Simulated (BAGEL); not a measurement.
# SiHCl2F (SMILES F[SiH](Cl)Cl), step by step

Aim: the energy (HF/def2-SVP), then a single-point energy (NEVPT2(2,2)/def2-SVP), then a single-point energy (CASPT2(2,2)/def2-SVP) of SiHCl2F. 

The calculation is run with BAGEL 1.2.2.

2 further runs of the same task are left out: 2 set aside as unsound or not needed.

## Step 1: The system as given

The species is SiHCl2F (5 atoms), meant as a singlet with charge 0. As SMILES, `F[SiH](Cl)Cl`. The Si2–Cl4 distance was set to 5.666 Å, away from the relaxed value. At this shape a bond of the SMILES string is far longer than usual.

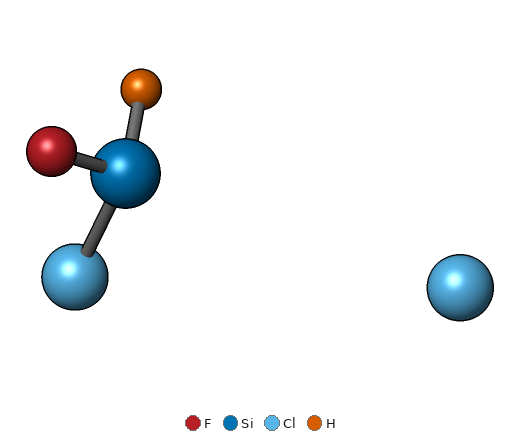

Viewed from a chosen angle; fluorine red, silicon blue, chlorine blue, hydrogen orange.

## Step 2: A single-point energy at HF/def2-SVP (density fitting with svp-jkfit) (run 1)

Input file input.json:

```json
{ "bagel": [

{
  "title": "molecule",
  "basis": "svp",
  "df_basis": "svp-jkfit",
  "geometry": [
    { "atom": "F", "xyz": [  4.17782541,  2.31651888,  6.95285043 ] },
    { "atom": "Si", "xyz": [  4.32938145,  3.51517216,  4.22011748 ] },
    { "atom": "Cl", "xyz": [  3.14338933,  7.14476913,  4.42931017 ] },
    { "atom": "Cl", "xyz": [ -2.06509271, -2.09513935, -2.28335608 ] },
    { "atom": "H", "xyz": [  6.95156542,  3.40613496,  3.32589908 ] }
  ]
},
{
  "title": "hf"
},
{
  "title": "print",
  "file": "orbitals.molden",
  "orbitals": true
}

]}
```

Launch:

```
BAGEL_NUM_THREADS=1 BAGEL input.json > input.out
```

What it wrote:

```text
* using 1 threads per process

  ===============================================================
  ===============================================================

  *** Geometry ***

  { "atom" : "F", "xyz" : [      4.177825,      2.316519,      6.952850 ] },
  { "atom" : "Si", "xyz" : [      4.329381,      3.515172,      4.220117 ] },
  { "atom" : "Cl", "xyz" : [      3.143389,      7.144769,      4.429310 ] },
  { "atom" : "Cl", "xyz" : [     -2.065093,     -2.095139,     -2.283356 ] },
  { "atom" : "H", "xyz" : [      6.951565,      3.406135,      3.325899 ] },

  Number of auxiliary basis functions:      479

  Since a DF basis is specified, we compute 2- and 3-index integrals:
    o Being stored without compression. Storage requirement is 0.020 GB

  Number of basis functions:       73
  Number of electrons      :       58

    * METHOD: MOLECULE                             0.19

  *** RHF ***

  === Nuclear Repulsion ===
   201.5155158582

      * DIIS with orbital gradients will be used.

  === RHF iteration (svp) ===
      0      -1307.13498305          0.01918240           0.09
      1      -1306.74499973          0.02040157           0.09
      2      -1307.28364368          0.00711423           0.09
[... 35 lines of this table left out ...]
     38      -1307.36798462          0.00000001           0.08
    * SCF iteration converged.

    * Permanent dipole moment:
           (   -3.275605,    -2.802001,    -2.609307) a.u.

    * METHOD: HF                                   3.47

    * METHOD: PRINT                                0.01

  ===============================================================
```

Wall time 3.9 s (1 thread of Arm Neoverse V1, shared host); peak memory 0.15 GiB.

## Step 3: A single-point energy at NEVPT2(2,2)/def2-SVP (density fitting with svp-jkfit) (run 2)

Input file nevpt2.json:

```json
{ "bagel" : [

{
  "title" : "molecule",
  "basis" : "svp",
  "df_basis" : "svp-jkfit",
  "angstrom" : "false",
  "geometry" : [
    { "atom" : "F", "xyz" : [     4.17782541,     2.31651888,     6.95285043 ] },
    { "atom" : "Si", "xyz" : [     4.32938145,     3.51517216,     4.22011748 ] },
    { "atom" : "Cl", "xyz" : [     3.14338933,     7.14476913,     4.42931017 ] },
    { "atom" : "Cl", "xyz" : [    -2.06509271,    -2.09513935,    -2.28335608 ] },
    { "atom" : "H", "xyz" : [     6.95156542,     3.40613496,     3.32589908 ] }
  ]
},

{ "title" : "hf", "charge" : 0 },

{ "title" : "casscf", "nstate" : 1, "nact" : 2, "nclosed" : 28, "charge" : 0, "active" : [29, 30], "maxiter" : 200, "natocc" : "true" },

{
  "title" : "nevpt2",
  "nstate" : 1,
  "nact" : 2,
  "nclosed" : 28,
  "charge" : 0,
  "active" : [29, 30],
  "maxiter" : 200,
  "natocc" : "true",
  "ncore" : 16
},

{ "title" : "print", "file" : "orbitals.molden", "orbitals" : "true" }

]}
```

Launch:

```
BAGEL_NUM_THREADS=1 BAGEL nevpt2.json > nevpt2.out
```

What it wrote:

```text
* using 1 threads per process

  ===============================================================
  ===============================================================

  *** Geometry ***

[... 29 lines left out ...]
    * SCF iteration converged.
[... 1 line left out ...]
    * Permanent dipole moment:
[... 27 lines left out ...]
    * Second-order optimization converged. *
[... 9 lines left out ...]
     * ci vector, state   0, <S^2> = 0.0000
[... 3 lines left out ...]
    * METHOD: CASSCF                              13.08

    * freezing 16 orbitals

  === DF-NEVPT2 calculation ===

    * 3-index integral transformation done
    * assembly done

      NEVPT2 correlation energy:   -0.5080302397      0.10

          (+0)     -0.4337453818
          (+0)'    -0.0105088519
          (+1)     -0.0208712600
          (+1)'    -0.0000000000
          (+2)     -0.0000000213
          (-1)     -0.0429023593
          (-1)'     0.0000000000
          (-2)     -0.0000023655

      NEVPT2 total energy:       -1308.0191765983

    * METHOD: NEVPT2                               0.24

    * METHOD: PRINT                                0.01

  ===============================================================
```

Wall time 17 s (1 thread of Arm Neoverse V1, shared host); peak memory 0.15 GiB.

## Step 4: A single-point energy at CASPT2(2,2)/def2-SVP (density fitting with svp-jkfit) (run 3)

Input file input.json:

```json
{ "bagel" : [

{
  "title" : "molecule",
  "basis" : "svp",
  "df_basis" : "svp-jkfit",
  "angstrom" : false,
  "geometry" : [
    { "atom" : "F", "xyz" : [     4.17782541,     2.31651888,     6.95285043 ] },
    { "atom" : "Si", "xyz" : [     4.32938145,     3.51517216,     4.22011748 ] },
    { "atom" : "Cl", "xyz" : [     3.14338933,     7.14476913,     4.42931017 ] },
    { "atom" : "Cl", "xyz" : [    -2.06509271,    -2.09513935,    -2.28335608 ] },
    { "atom" : "H", "xyz" : [     6.95156542,     3.40613496,     3.32589908 ] }
  ]
},

{ "title" : "hf" },

{ "title" : "casscf", "nstate" : 1, "nact" : 2, "nclosed" : 28, "active" : [29, 30], "maxiter" : 200, "natocc" : true },

{ "title" : "print", "file" : "orbitals.molden", "orbitals" : true },

{ "title" : "smith", "method" : "caspt2", "ms" : true, "xms" : true, "sssr" : true, "shift" : 0.2, "shift_imag" : true, "ncore" : 16 }

]}
```

Launch:

```
BAGEL_NUM_THREADS=1 BAGEL input.json > input.out
```

What it wrote:

```text
* using 1 threads per process

  ===============================================================
  ===============================================================

  *** Geometry ***

[... 31 lines left out ...]
    * Permanent dipole moment:
[... 37 lines left out ...]
     * ci vector, state   0, <S^2> = 0.0000
[... 21 lines left out ...]
       #      aibj      arbs      arbi      airj      risj      airs      arst      rist         Etot      error   time
[... 7 lines left out ...]
      ------------------------------------------------------------------------------------------------------------------

    * CASPT2 energy : state  0    -1308.0259404649
        w/o shift correction      -1308.0236429664
        reference weight              0.8637356094

    * METHOD: SMITH                                0.45

  ===============================================================
```

Wall time 18 s (1 thread of Arm Neoverse V1, shared host); peak memory 0.15 GiB.

## Step 5: Summary of results

| quantity | value |
| --- | --- |
| run 1, HF/def2-SVP: total energy | -1307.36798 Eh |
| run 1, HF/def2-SVP: dipole moment | 12.81 D |
| run 1, HF/def2-SVP: HOMO energy | -7.25 eV |
| run 1, HF/def2-SVP: LUMO energy | -4.27 eV |
| run 1, HF/def2-SVP: HOMO–LUMO gap | 2.98 eV |
| run 2, NEVPT2(2,2)/def2-SVP: total energy | -1308.01918 Eh |
| run 3, CASPT2(2,2)/def2-SVP: total energy | -1308.02594 Eh |

In words: One bond (run 1, HF/def2-SVP) is far stretched, which a spin-restricted single reference describes badly; a broken-symmetry solution may lie lower.
